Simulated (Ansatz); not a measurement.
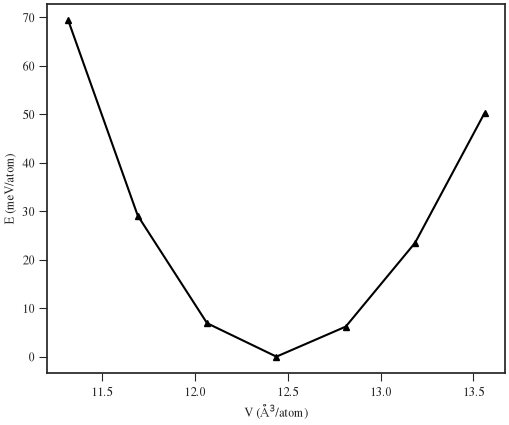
VSi2 in space group P6_222 (No. 180; V on 3d, Si on 6j) under volume change, PBEsol in the plane-wave PAW code Ansatz, shape and atoms relaxed at each volume.

Question: What does a third-order Birch–Murnaghan fit give for V₀, B₀ and B′?

Answer: V₀ = 12.44 Å³/atom, B₀ = 186 GPa, B′ = 4.3.

Symmetry was held in the PBEsol relaxation; of distortions, only those at the zone centre were tested. No spin polarisation was allowed.

Potentials: the later of the program's two PAW sets.
